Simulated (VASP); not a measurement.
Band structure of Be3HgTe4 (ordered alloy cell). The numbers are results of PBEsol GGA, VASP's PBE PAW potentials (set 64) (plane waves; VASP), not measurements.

Unless said otherwise, spin-orbit coupling is left out, though it shifts the bands of the heavy elements here.

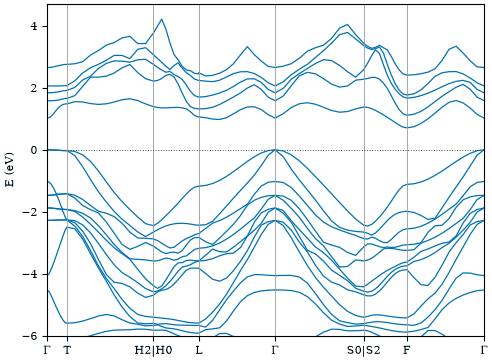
Fig. 1. Bands along high-symmetry lines, zero at the valence-band maximum or, without a gap, the Fermi level

**Question.** Read the plot: is there a gap, and where are the band edges?

**Answer.** The gap is indirect, 0.71 eV, from the valence maximum at Γ to the conduction minimum at F. (Edges off the drawn lines would not show.)

The structure was generated: Be3HgTe4 was put into an ordered model structure (R3m), which need not be its known phase. It was relaxed first.
